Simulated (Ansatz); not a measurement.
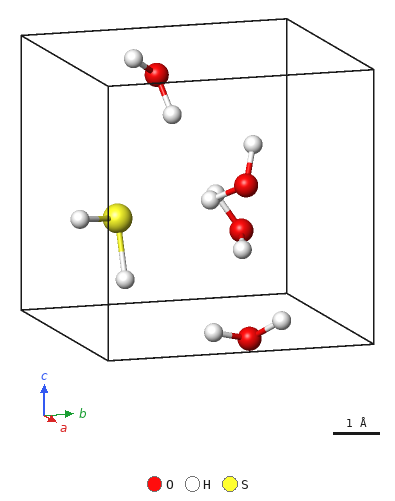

Starting frame of a dynamics run of a periodic cell with 4 H2O + 1 SH2 at 0.753 g/cm³. The picture is a ball-and-stick view of the simulation cell, seen slightly off an axis.

Method: DFT PBE-D3(BJ), scalar-relativistic, plane waves, PAW in Ansatz.

The input:
```yaml
crystal:
  lattice:
    - [6.16224, 0.0, 0.0]
    - [0.0, 6.16224, 0.0]
    - [0.0, 0.0, 6.16224]
  atoms:
    - { symbol: O, position: [0.66913091, 0.63494065, -0.02260039] }
    - { symbol: H, position: [0.77747656, 0.72058683, 0.05803524] }
    - { symbol: H, position: [0.71137899, 0.48616792, 0.01653272] }
    - { symbol: O, position: [0.860629, 0.22324306, -0.00127427] }
    - { symbol: H, position: [0.94304321, 0.2545619, -0.13279518] }
    - { symbol: H, position: [0.93861343, 0.11049552, 0.07894966] }
    - { symbol: O, position: [0.00261712, 0.82282733, 0.23664656] }
    - { symbol: H, position: [-0.03306371, 0.73729586, 0.36889677] }
    - { symbol: H, position: [0.14874993, 0.77828173, 0.19698192] }
    - { symbol: O, position: [0.87435587, 0.55517424, 0.57880021] }
    - { symbol: H, position: [0.79358609, 0.60767776, 0.70931503] }
    - { symbol: H, position: [0.76608274, 0.45633354, 0.51116959] }
    - { symbol: S, position: [0.49883509, 0.19433223, 0.41093036] }
    - { symbol: H, position: [0.55870735, 0.20331816, 0.19831179] }
    - { symbol: H, position: [0.62052953, 0.01305618, 0.44078529] }
basis:
  ecutwfc: 420.0
kpoints:
  mp_grid: { grid: [1, 1, 1] }
hamiltonian:
  xc: pbe
  dispersion: d3bj
scf:
  occupations: { method: fermi_dirac, width: 0.05 }
  lower_state_search: "off"
md:
  timestep: 0.5
  n_steps: 300
  ensemble: nvt_langevin
  temperature: 300.0
  initial_velocities: maxwell_boltzmann
  seed: 753551
  friction: 0.02
```

Run as
```bash
ansatz run input.yaml --threads 1 --pin off --max-ram 3072MiB --backend cpu --events-out ev --progress --plain --runs-dir out
```

### Predict how the run goes.

Over the second half the temperature averages 242 K (spread ±47 K). The potential energy is still drifting at the end, so the run hasn't reached equilibrium. The potential energy in the second half lies on average 31.8 meV per atom above the first frame. Root-mean-square distances from the starting positions over the second half, with the common drift of all atoms taken out: H 0.77 Å, S 0.48 Å, O 0.36 Å. The heavy atoms stay within a fraction of a molecule's size of their starting places, while the hydrogen atoms travel further, as molecules turn; so short a run doesn't tell a liquid from a solid.

Along the run (each row but the first and the last is the mean over the interval that it begins):

| time (fs) | potential energy (meV/atom) | T (K) |
| --- | --- | --- |
| 0.0 | 0.0 | 280 |
| 15.0 | 14.1 | 218 |
| 30.0 | 17.8 | 243 |
| 45.0 | 18.1 | 268 |
| 60.0 | 27.0 | 268 |
| 75.0 | 25.4 | 296 |
| 90.0 | 31.2 | 229 |
| 105.0 | 29.5 | 192 |
| 120.0 | 36.0 | 226 |
| 135.0 | 36.9 | 265 |
| 150.0 | 30.4 | 342 |

The paths of the atoms:

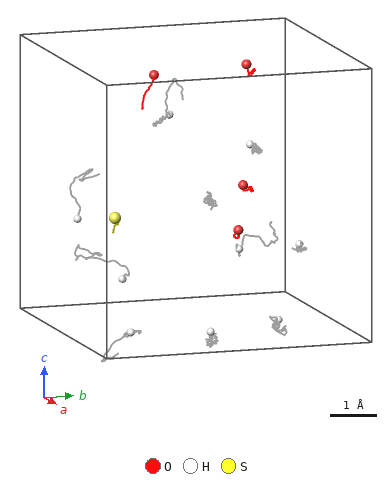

Limits of the set-up: the periodic images lie only 6.2 Å apart, so the values are limited by the cell's size.

Cost: 3.3 min on 1 thread of Intel(R) Xeon(R) Platinum 8488C (Sapphire Rapids) (shared host), peak memory 0.44 GiB.
